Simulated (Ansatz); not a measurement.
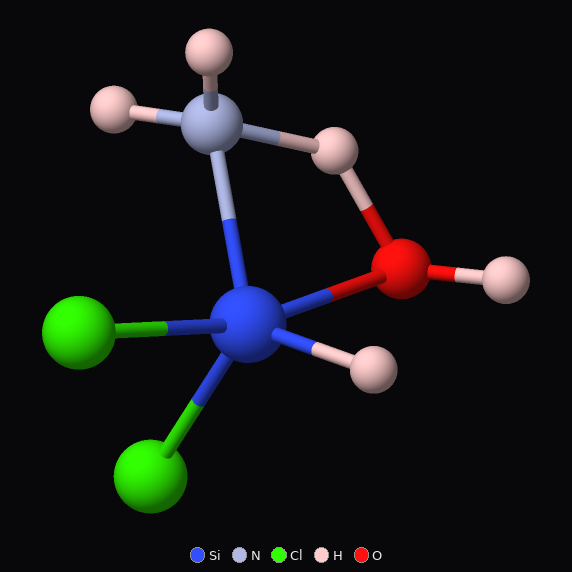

Sticks follow a distance rule. Harmonic vibrations computed with RKS PBE0-D4/def2-TZVP (Ansatz 0.2.0) at a stationary point of the same level.

**Is this a minimum or a saddle point?**

A first-order saddle point: one imaginary frequency, 1170i cm⁻¹.

**List the wavenumbers.**

24 modes: 1170i, 105, 183, 222, 259, 293, 354, 478, 499, 519, 570, 710, 774, 793, 876, 907, 1049, 1515, 1580, 1892, 2250, 3533, 3619, 3896 cm⁻¹.
